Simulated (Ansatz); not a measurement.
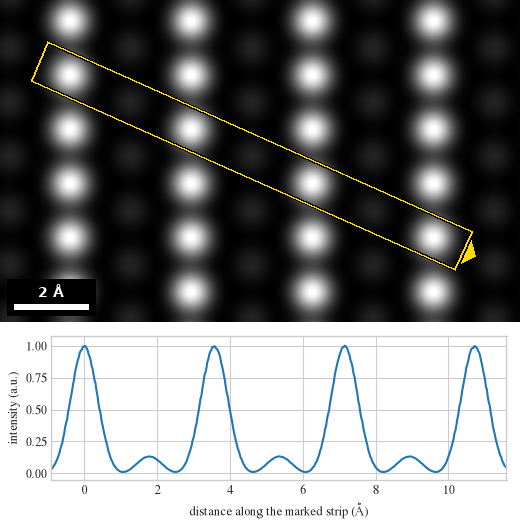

Dark-field STEM-like image of FePb (Pm-3m, No. 221) along [210]. Simulation: incoherent imaging, intensity Z^1.6 per atom, probe width 0.87 Å, thin sample. Structure used: the end point of a relaxation with DFT PBE, scalar-relativistic, plane waves, PAW in Ansatz 0.2.0; the starting structure was generated, so it need not be a known form of this composition.

```
Fe Pb
1.0
     3.26096    0.00000    0.00000
     0.00000    3.26096    0.00000
     0.00000    0.00000    3.26096
Fe Pb
1 1
Direct
  0.00000 0.00000 0.00000
  0.50000 0.50000 0.50000
```

The curve is the intensity along the marked strip, in the direction of its arrowhead, with zero distance at the first column. Brightness is counted from the darkest point of the image.

### Assign the peaks of the line profile.

```
position (Å)  atoms per repeat along the beam  height (% of the highest)
         0.0                             1 Pb                        100
         1.8                             1 Fe                         15
         3.6                             1 Pb                        100
         5.4                             1 Fe                         15
         7.1                             1 Pb                        100
         8.9                             1 Fe                         15
        10.7                             1 Pb                        100
```
